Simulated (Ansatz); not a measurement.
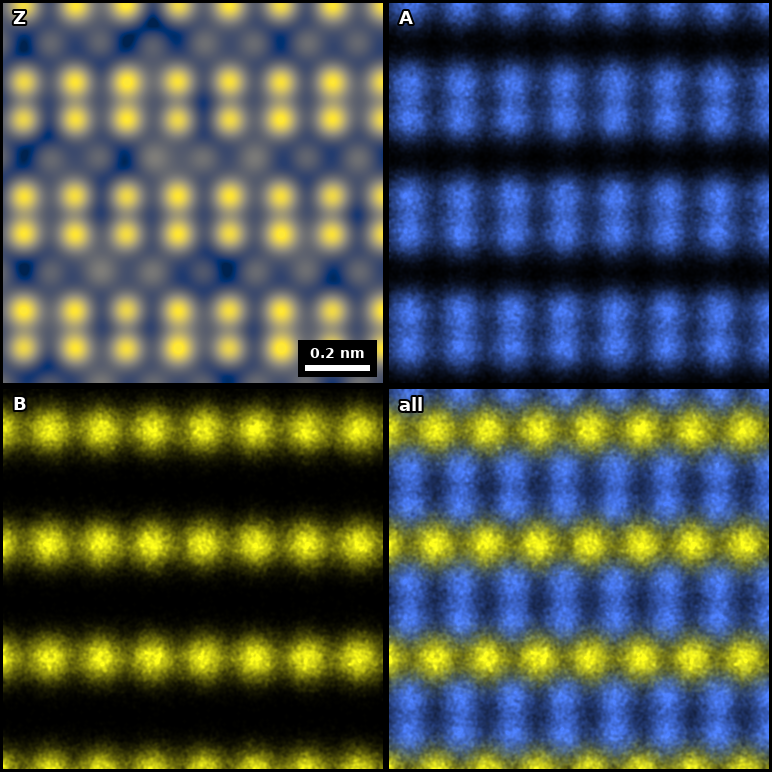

AlCu₂ (P6/mmm, No. 191) along [102]. Panel Z: Simulated incoherent Z contrast: every atom adds Z^1.7 spread by a probe of 0.84 Å full width; channelling and multiple scattering are left out. The probe carries 15 % of its weight in a tail 2.5 times as wide. The display is stretched by a gamma of 0.65; percentages refer to the linear signal. The speckle of an amorphous layer was added. The other panels are simulated element maps (the number of atoms of one element along the beam, blurred by 1.1 Å, with counting noise; each on its own scale, no channelling); the last overlays them. Structure: coordinates from a relaxation with DFT PBE, scalar-relativistic, plane waves, PAW in Ansatz; the starting structure was generated, so it need not be a known form of this composition.

```yaml
crystal:
  lattice:
    - [4.16944, 0.00000, 0.00000]
    - [-2.08472, 3.61084, 0.00000]
    - [0.00000, 0.00000, 2.59260]
  atoms:
    - { symbol: Al, position: [0.00000, 0.00000, 0.00000] }
    - { symbol: Cu, position: [0.33333, 0.66667, 0.50000] }
    - { symbol: Cu, position: [0.66667, 0.33333, 0.50000] }
```

Which element does each lettered map show?

A: Cu, B: Al. The projected cell (1.62 × 3.61 Å, 90°) holds 3 columns: 2 of Cu and 1 of Al. No column is shared by two of the mapped elements.
